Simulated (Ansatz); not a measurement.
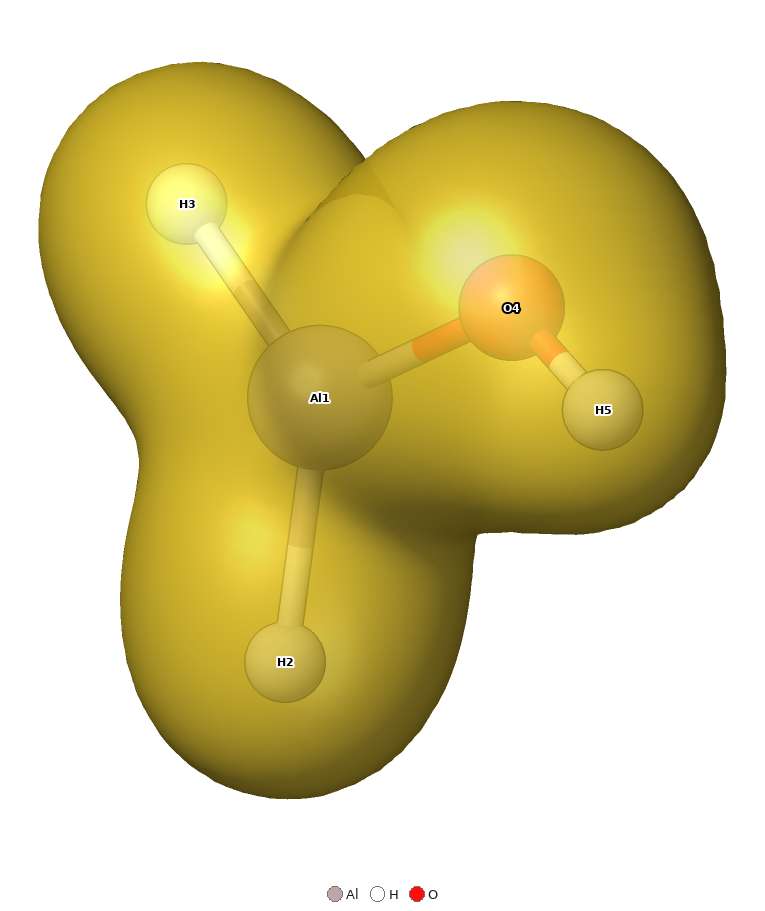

AlH$_{3}$O (AlH2(OH)). Isosurface of the electron density at 0.1 e/Å³ (yellow), seen at an oblique angle.

Geometry: r2SCAN-D4/def2-TZVP.

Computed with Ansatz, RKS PBE0-D4/def2-TZVP.

```xyz
5

Al    0.1916    0.4630   -0.1061
H     1.7493    0.1865   -0.1714
H    -0.4732    1.8734   -0.3323
O    -0.8784   -0.8113    0.2274
H    -0.5894   -1.7117    0.3824
```

Question: Which contacts does the surface bridge?

Answer: At this value the surface is in one piece. It bridges the sampled Al–O (1.70 Å), O–H (0.96 Å) and Al–H (1.58 Å) contacts, where the density stays above the isovalue. On the grid the lowest density along these lines, outside the cores, is 0.77 e/Å³ (Al–O, 1.70 Å), 2.4 e/Å³ (O–H, 0.96 Å) and 0.57 e/Å³ (Al–H, 1.58 Å).
